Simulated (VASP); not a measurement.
Band structure of AlN (wurtzite). Method: TPSS meta-GGA, VASP's PBE PAW potentials (set 64) (plane waves; VASP).

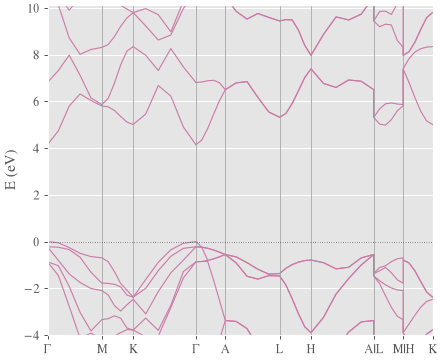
Fig. 1. Bands along high-symmetry lines, zero at the valence-band maximum or, without a gap, the Fermi level

Problem. Read the plot: is there a gap, and where are the band edges?

Solution. The gap is direct, 4.14 eV, from the valence maximum at Γ to the conduction minimum at Γ.

Measured: gap 6.51 eV (computed value off by -2.37 eV), as given by Martin Feneberg et al., Physical Review B (2010), doi:10.1103/physrevb.82.075208 [zero-point renormalisation of 0.417 eV (from the measured temperature dependence, row gaps:miglio2020:AlN_wz:gap_zpr, arXiv:2011.12765) added back].

The compound is AlN in the wurtzite structure. It was relaxed first.
